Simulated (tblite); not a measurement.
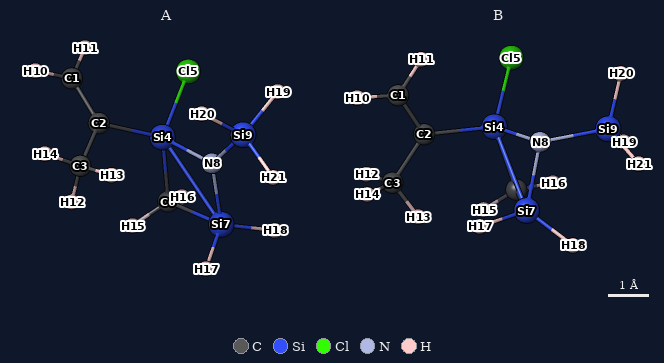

Two geometries of C$_{4}$H$_{12}$ClNSi$_{3}$, drawn at one scale. One is the start of a relaxation, the other its converged end. The picture is a ball-and-stick view, seen at a tilt.

Level of theory: GFN2-xTB geometry optimisation, gas phase in tblite. 

Which of the two is the end point?

Structure A is the relaxed one. The energy falls by 141.7 kJ/mol in 250 geometry steps. The largest move after the best rigid fit is that of H20, 2.86 Å. By element the largest moves are H 2.86 Å, Si 1.42 Å, C 1.38 Å, N 0.92 Å, Cl 0.55 Å. Near-neighbour distances that change, for instance: Si4–Si7 2.450 → 2.661 Å, Si4–Cl5 2.099 → 2.018 Å, N8–Si9 1.784 → 1.732 Å, C2–Si4 1.839 → 1.885 Å. Bond angles that change, for instance: C2–Si4–Si7 97.7° → 125.8°, Cl5–Si4–Si7 147.9° → 122.8°, Si7–N8–Si9 108.6° → 132.1°. Groups turn about C2–Si4 by about 55°, C2–C3 by about 40°. The run took 3.5 s on 1 thread of Arm Neoverse V1, on a shared host.
